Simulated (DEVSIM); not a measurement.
Structure: Schottky contact on n-type Ge, at 250 K.

| layer (left to right) | material | thickness (μm) | Nd (cm⁻³) | τn (s) | τp (s) |
|---|---|---|---|---|---|
| 1 | Ge | 2.80 | 5.5e15 | 2.9e-5 | 2.9e-5 |

Left contact: Schottky, work function 4.41 eV, emission velocity 6.1e6 cm/s. Right contact: ohmic. Voltage is applied to the left contact. Recombination: SRH at mid-gap. Mobility is constant in doping.

The device is made up for the run: typed textbook-type constants, with dimensions and the other settings drawn at random. Values at 300 K; Nc and Nv go as T^1.5, mobilities as T to minus their exponent, the gap by Varshni's rule with the affinity fixed.

| parameter | Ge |
|---|---|
| gap (eV) | 0.664 |
| affinity (eV) | 4 |
| permittivity | 16 |
| Nc (cm⁻³) | 1.04e19 |
| Nv (cm⁻³) | 6e18 |
| μn (cm²/Vs) | 3900 |
| μp (cm²/Vs) | 1900 |
| T exponent of μn | 1.66 |
| T exponent of μp | 2.33 |
| Varshni α (eV/K) | 0.000477 |
| Varshni β (K) | 235 |

Simulated with DEVSIM: 1D drift-diffusion, Boltzmann statistics, complete ionisation; no tunnelling, impact ionisation, image-force lowering or self-heating. Metal contacts follow the ideal Schottky-Mott rule: no Fermi-level pinning, no interface dipoles.

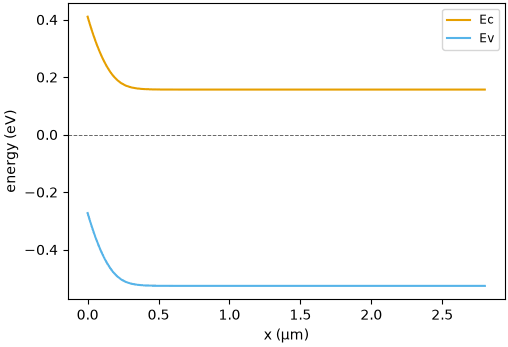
Figure. Band edges at zero bias

Energies count from the Fermi level of the right contact; mesh points crowd at the junctions.

```json
[
 {"x (μm)": "0.000", "Ec (eV)": "0.410", "Ev (eV)": "-0.273", "n (cm⁻³)": "4.3e10", "p (cm⁻³)": "1.4e13", "field (V/cm)": "-17000"},
 {"x (μm)": "0.01062", "Ec (eV)": "0.392", "Ev (eV)": "-0.290", "n (cm⁻³)": "9.8e10", "p (cm⁻³)": "6.4e12", "field (V/cm)": "-16000"},
 {"x (μm)": "0.02586", "Ec (eV)": "0.368", "Ev (eV)": "-0.315", "n (cm⁻³)": "3.0e11", "p (cm⁻³)": "2.1e12", "field (V/cm)": "-15000"},
 {"x (μm)": "0.04773", "Ec (eV)": "0.336", "Ev (eV)": "-0.347", "n (cm⁻³)": "1.3e12", "p (cm⁻³)": "4.7e11", "field (V/cm)": "-14000"},
 {"x (μm)": "0.08775", "Ec (eV)": "0.285", "Ev (eV)": "-0.398", "n (cm⁻³)": "1.4e13", "p (cm⁻³)": "4.4e10", "field (V/cm)": "-12000"},
 {"x (μm)": "0.1365", "Ec (eV)": "0.236", "Ev (eV)": "-0.447", "n (cm⁻³)": "1.4e14", "p (cm⁻³)": "4.5e9", "field (V/cm)": "-8500"},
 {"x (μm)": "0.2065", "Ec (eV)": "0.191", "Ev (eV)": "-0.492", "n (cm⁻³)": "1.1e15", "p (cm⁻³)": "5.5e8", "field (V/cm)": "-4600"},
 {"x (μm)": "0.3492", "Ec (eV)": "0.160", "Ev (eV)": "-0.522", "n (cm⁻³)": "4.6e15", "p (cm⁻³)": "1.3e8", "field (V/cm)": "-630"},
 {"x (μm)": "0.5117", "Ec (eV)": "0.157", "Ev (eV)": "-0.526", "n (cm⁻³)": "5.4e15", "p (cm⁻³)": "1.1e8", "field (V/cm)": "-43"},
 {"x (μm)": "0.7447", "Ec (eV)": "0.157", "Ev (eV)": "-0.526", "n (cm⁻³)": "5.5e15", "p (cm⁻³)": "1.1e8", "field (V/cm)": "≈ 0"},
 {"x (μm)": "1.079", "Ec (eV)": "0.157", "Ev (eV)": "-0.526", "n (cm⁻³)": "5.5e15", "p (cm⁻³)": "1.1e8", "field (V/cm)": "≈ 0"},
 {"x (μm)": "1.611", "Ec (eV)": "0.157", "Ev (eV)": "-0.526", "n (cm⁻³)": "5.5e15", "p (cm⁻³)": "1.1e8", "field (V/cm)": "≈ 0"},
 {"x (μm)": "1.979", "Ec (eV)": "0.157", "Ev (eV)": "-0.526", "n (cm⁻³)": "5.5e15", "p (cm⁻³)": "1.1e8", "field (V/cm)": "≈ 0"},
 {"x (μm)": "2.235", "Ec (eV)": "0.157", "Ev (eV)": "-0.526", "n (cm⁻³)": "5.5e15", "p (cm⁻³)": "1.1e8", "field (V/cm)": "≈ 0"},
 {"x (μm)": "2.460", "Ec (eV)": "0.157", "Ev (eV)": "-0.526", "n (cm⁻³)": "5.5e15", "p (cm⁻³)": "1.1e8", "field (V/cm)": "≈ 0"},
 {"x (μm)": "2.571", "Ec (eV)": "0.157", "Ev (eV)": "-0.526", "n (cm⁻³)": "5.5e15", "p (cm⁻³)": "1.1e8", "field (V/cm)": "≈ 0"},
 {"x (μm)": "2.647", "Ec (eV)": "0.157", "Ev (eV)": "-0.526", "n (cm⁻³)": "5.5e15", "p (cm⁻³)": "1.1e8", "field (V/cm)": "≈ 0"},
 {"x (μm)": "2.701", "Ec (eV)": "0.157", "Ev (eV)": "-0.526", "n (cm⁻³)": "5.5e15", "p (cm⁻³)": "1.1e8", "field (V/cm)": "≈ 0"},
 {"x (μm)": "2.745", "Ec (eV)": "0.157", "Ev (eV)": "-0.526", "n (cm⁻³)": "5.5e15", "p (cm⁻³)": "1.1e8", "field (V/cm)": "≈ 0"},
 {"x (μm)": "2.769", "Ec (eV)": "0.157", "Ev (eV)": "-0.526", "n (cm⁻³)": "5.5e15", "p (cm⁻³)": "1.1e8", "field (V/cm)": "≈ 0"},
 {"x (μm)": "2.786", "Ec (eV)": "0.157", "Ev (eV)": "-0.526", "n (cm⁻³)": "5.5e15", "p (cm⁻³)": "1.1e8", "field (V/cm)": "≈ 0"},
 {"x (μm)": "2.800", "Ec (eV)": "0.157", "Ev (eV)": "-0.526", "n (cm⁻³)": "5.5e15", "p (cm⁻³)": "1.1e8", "field (V/cm)": "≈ 0"}
]
```
